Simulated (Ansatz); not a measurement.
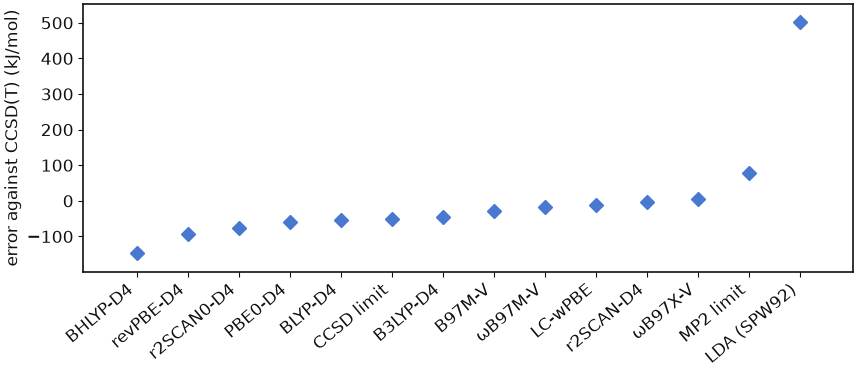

Error in the electronic atomisation energy (method less reference, so positive means overbinding) of CH₆O₂SiZn, SMILES C[O][Zn][O][SiH3], singlet: functionals in def2-TZVPP against frozen-core CCSD(T) at the limit (MP2 extrapolated from triple and quadruple zeta, plus CCSD(T) less MP2 in a smaller set), which gives 3672.5 kJ/mol, at a PBE0-D4/def2-TZVP geometry (with a soft imaginary mode, 10i cm⁻¹), no zero-point or spin-orbit term, the Ansatz code 0.2.0. The reference leaves out core correlation, a term that grows with the number of heavy atoms. Choice of cores on heavy atoms: Zn/Cu 3s3p. No dispersion term is added to LC-wPBE. Limit means the basis limit.

What range do the values span?

Answer. From −147.0 kJ/mol (BHLYP-D4) to 501.1 kJ/mol (LDA (SPW92)).

Give the values.

Answer.
```tsv
level	kJ/mol
BHLYP-D4	−147.0
revPBE-D4	−93.1
r2SCAN0-D4	−74.9
PBE0-D4	−60.7
BLYP-D4	−53.6
CCSD limit	−50.9
B3LYP-D4	−46.0
B97M-V	−29.8
ωB97M-V	−16.9
LC-wPBE	−12.2
r2SCAN-D4	−4.6
ωB97X-V	5.7
MP2 limit	77.1
LDA (SPW92)	501.1
```

Caveats, for all or some of the runs: no scalar relativity up to krypton; one conformer of a flexible molecule.
